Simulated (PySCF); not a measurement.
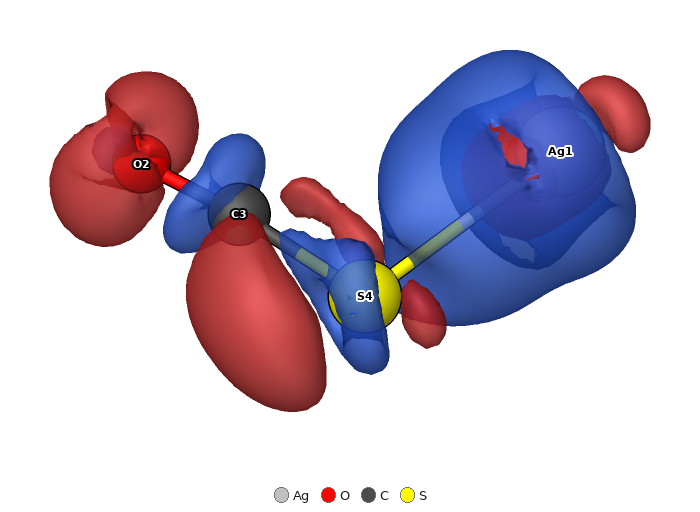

Figure 1: CAgOS, charge +1, SMILES `[Ag+].O=C=S`. Density of the complex less the densities of the two fragments at the same geometry, ±0.015 e/Å³ (blue: gain, red: loss). Fragment A: Ag(+1) (atom 1); fragment B: CSO.

PySCF calculation, HF/def2-SVPD, gas phase; geometry: GFN2-xTB. Core potentials replace the inner electrons of Ag; spin–orbit coupling isn't included. GFN2-xTB bond lengths at metals and heavier atoms can be off by up to 0.1 Å and shapes distorted, which carries into these values.

The calculation's input:

```python
import numpy as np
from pyscf import gto, scf, dft
from pyscf.scf import atom_ks, atom_hf
from scipy.linalg import block_diag
from pyscf.dispersion import dftd3

def solve(mol, dm0=None, hcore=None):
    mf = scf.UHF(mol) if mol.spin else scf.RHF(mol)
    mf = mf.density_fit(auxbasis='def2-universal-jkfit')
    mf.conv_tol, mf.max_cycle = 1e-8, 80
    if hcore is not None:
        mf.get_hcore = lambda *args: hcore
    mf.kernel(dm0)
    if not mf.converged:
        mf = mf.newton().run(mf.mo_coeff, mf.mo_occ, max_cycle=30)
    assert mf.converged, 'SCF not converged'
    return mf

mol = gto.M(atom='''
Ag    -1.13581    -0.14987     0.00000
O      2.91466    -0.99292     0.00000
C      2.10069    -0.19899     0.00000
S      1.09135     1.01133     0.00000
''', basis='def2-svpd', ecp={'Ag': 'def2-svpd'}, charge=1, spin=0, verbose=4)
mol_a = gto.M(atom='''
Ag    -1.13581    -0.14987     0.00000
ghost-O      2.91466    -0.99292     0.00000
ghost-C      2.10069    -0.19899     0.00000
ghost-S      1.09135     1.01133     0.00000
''', basis='def2-svpd', ecp={'Ag': 'def2-svpd'}, charge=1, spin=0, verbose=4)
mol_b = gto.M(atom='''
ghost-Ag    -1.13581    -0.14987     0.00000
O      2.91466    -0.99292     0.00000
C      2.10069    -0.19899     0.00000
S      1.09135     1.01133     0.00000
''', basis='def2-svpd', charge=0, spin=0, verbose=4)
ab, a, b = solve(mol), solve(mol_a), solve(mol_b)
e_int = ab.e_tot - a.e_tot - b.e_tot
print('counterpoise-corrected interaction energy / kcal/mol', e_int * 627.5095)
def disp(atoms, charge):
    m = gto.M(atom=atoms, charge=charge, basis='sto-3g', spin=None, unit='Bohr', verbose=0)
    return dftd3.DFTD3Dispersion(m, xc='hf', version='d3bj').get_dispersion()['energy']
e_disp = disp(mol._atom, mol.charge) - disp(mol._atom[:1], mol_a.charge) - disp(mol._atom[1:], mol_b.charge)
print('D3(BJ) part / kcal/mol', e_disp * 627.5095)
# spherically averaged free atoms, for the promolecule
atm = scf.atom_hf.get_atm_nrhf(mol)
pro = block_diag(*[(atm[a[0]][2] * atm[a[0]][3]) @ atm[a[0]][2].T for a in mol._atom])
np.savez('result.npz', e_int=e_int, e_disp=e_disp, dm_a=a.make_rdm1(), dm_b=b.make_rdm1(), c=ab.mo_coeff, occ=ab.mo_occ, eps=ab.mo_energy, pro=pro, d=[f.dip_moment(verbose=0) for f in (ab, a, b)])
```

Launched as:

```sh
OMP_NUM_THREADS=1 python input.py
```

The run took 3.5 s on 1 thread of Arm Neoverse V1, on a shared host, peak memory 0.21 GiB.

Partitions, critical points and surface values were worked out afterwards from this run's density.

Question: Which way does charge flow?

Answer: Hirshfeld charges show 0.126 e passing from B to A. By Hirshfeld charges, electrons gather most on Ag1 (−0.126 e) and leave O2 most (+0.087 e); 0.34 e is displaced in all.

Question: What is the interaction energy, and which contacts carry it?

Answer: The counterpoise-corrected interaction energy of the frozen fragments is −8.3 kcal/mol without dispersion correction and −18.2 kcal/mol with D3(BJ). D3 uses neutral-atom coefficients and tends to overbind metal cations. The pair geometry is semi-empirical, not a minimum at this level. Contacts: Ag1···S4, 2.51 Å, ρ = 0.055 a.u. The pose is a local one from a semi-empirical search, not shown to be the most stable.
